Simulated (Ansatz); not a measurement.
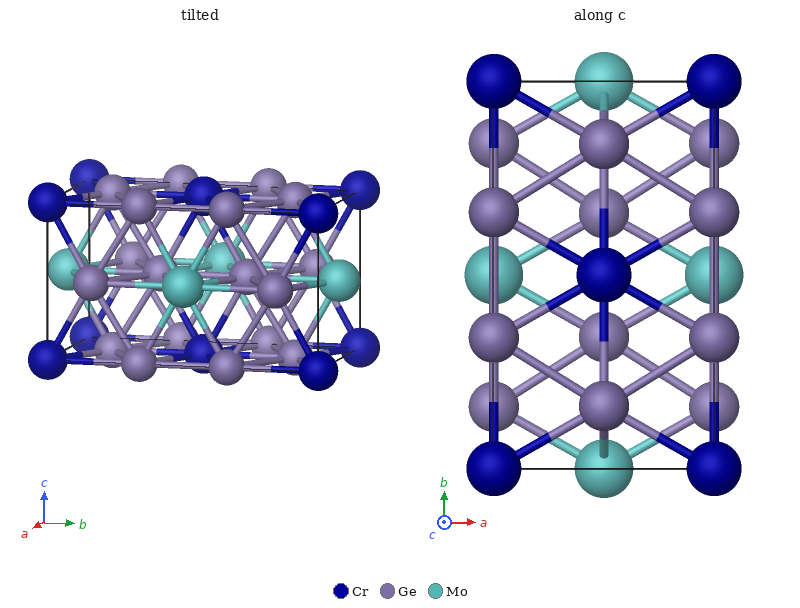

This ball-and-stick model is shown slightly off an axis and along the c axis. The edges of the conventional unit cell are marked.

CrGe4Mo, space group Cmmm (No. 65), a = 4.656 Å, b = 8.186 Å, c = 4.654 Å, α = 90.00°, β = 90.00°, γ = 90.00°. The initial geometry was a structure type filled with these elements by a generator (whether the compound takes this form wasn't checked). Earlier steps of the study, as a rule a relaxation of our own, may have changed the cell and positions, so they can lie some per cent off the listed ones. It was the input of a calculation with Ansatz.

This one geometry was computed with Ansatz (DFT, plane waves, PAW) at three levels of theory: PBE, PBEsol and r2SCAN.

Question: Which level gives the highest pressure at this volume, and what does that say about its equilibrium volume?

Answer: Highest: PBE (0.0 GPa), which points to the largest equilibrium volume. Lowest, with the smallest volume: PBEsol (-6.0 GPa). Levels within 0.5 GPa of each other can't be told apart.

Question: How does the band gap change with the level of theory?

Answer: All levels give a metal.

Question: Collect the results in a table.

Answer:
| level | cutoff (eV) | k-mesh of the run's cell | gap (eV) | pressure (GPa) |
| --- | --- | --- | --- | --- |
| PBE | 420 | 10×10×8 | metal | 0.0 |
| PBEsol | 420 | 10×10×8 | metal | -6.0 |
| r2SCAN | 500 | 10×10×8 | metal | -4.1 |

Gaps are taken on the k-mesh or band path of each run.
